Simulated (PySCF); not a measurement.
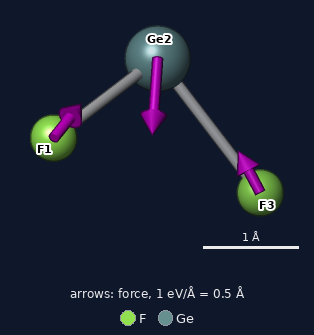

Starting geometry of GeF₂ with the computed forces as purple arrows. A ball-and-stick model, seen from a free direction.

The start comes from GFN2-xTB. Its atoms were then displaced at random by about 0.01 Å.

Level of theory: PBE0-D3(BJ)/def2-SVP geometry optimisation, gas phase (PySCF 2.14.0, density-fitted response routines). 

Question: Is this structure relaxed? If not, where do the atoms go?

Answer: It isn't relaxed: the largest force vector, on Ge2, is 1.82 eV/Å. The final displacements follow the starting forces only in part (cosine between the two patterns 0.83). The largest move after the best rigid fit is that of Ge2, 0.049 Å. By element the largest moves are Ge 0.049 Å, F 0.027 Å. Among the contacts that change: F1–Ge2 1.795 → 1.747 Å. Bond angles that change, for instance: F1–Ge2–F3 93.3° → 97.1°. After 4 geometry steps the energy has fallen by 6.03 kJ/mol. The run took 5.3 s on 1 thread of Arm Neoverse V1, on a shared host.
